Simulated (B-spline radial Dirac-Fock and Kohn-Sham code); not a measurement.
Cadmium (Z = 48). Computed with a B-spline radial atomic code: a Dirac–Hartree–Slater potential of the neutral atom, no hole, surface-current nucleus.

A figure with this caption is to be made: «L3-subshell internal conversion coefficients against transition energy, at the marked points and joined by straight lines (also across edges).» What will it show?

E2 goes from 10500 at 10.3 keV to 8.47 × 10⁻⁷ at 1640 keV; M1 goes from 0.898 at 10.3 keV to 4.53 × 10⁻⁷ at 1640 keV.

The result:

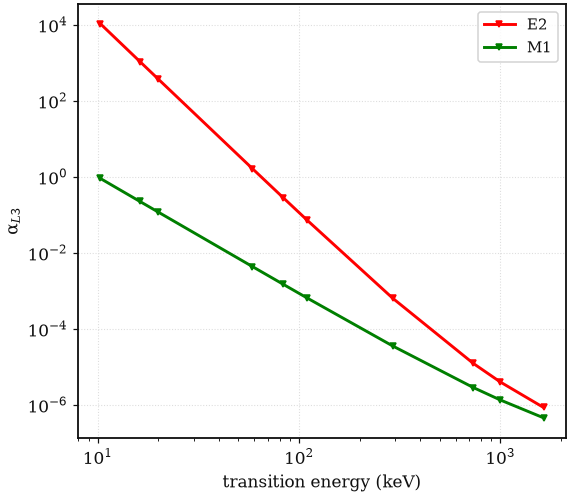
